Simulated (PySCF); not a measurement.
## Electronic structure of HfH (charge −1, triplet) in real space

```xyz
2

Hf    0.0000    0.0000   -0.0109
H     0.0000    0.0000    1.9411
```

⟨S²⟩ = 2.05, above the pure value of 2.00; core potentials replace the inner electrons of Hf.

These are results of PySCF 2.14.0, PBE0/def2-TZVPPD, non-relativistic Hamiltonian with scalar-relativistic core potentials where named, at a bond length of 1.952 Å, not measurements.

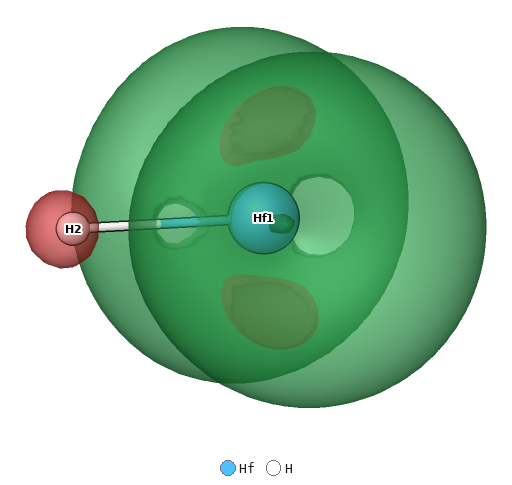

Figure 1. Isosurfaces of the spin density at +0.015 (green) and −0.015 e/Å³ (red), seen from one side.

**Where is the unpaired spin?**

The unpaired spin (2 electrons) lies mostly on Hf1 (about 2.0), in electrons by Hirshfeld's partition.

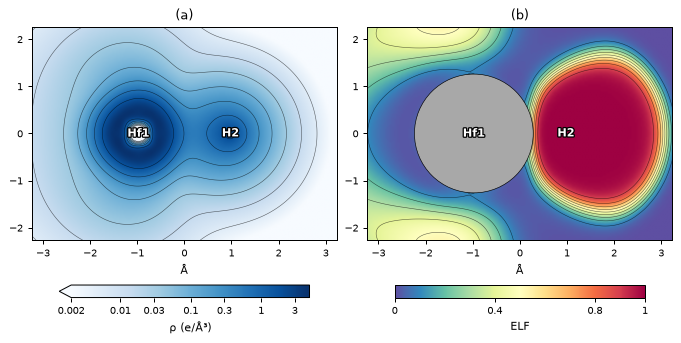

Figure 2. (a) electron density; (b) electron localisation function on a plane that holds the molecular axis. Grey discs cover the atomic cores in the ELF map.

**What do the fields say about this system?**

Atoms in the plane: Hf and H.
Hf–H (1.95 Å): ρ at the midpoint is about 0.67 e/Å³; the ELF climbs to about 1 towards the hydrogen.
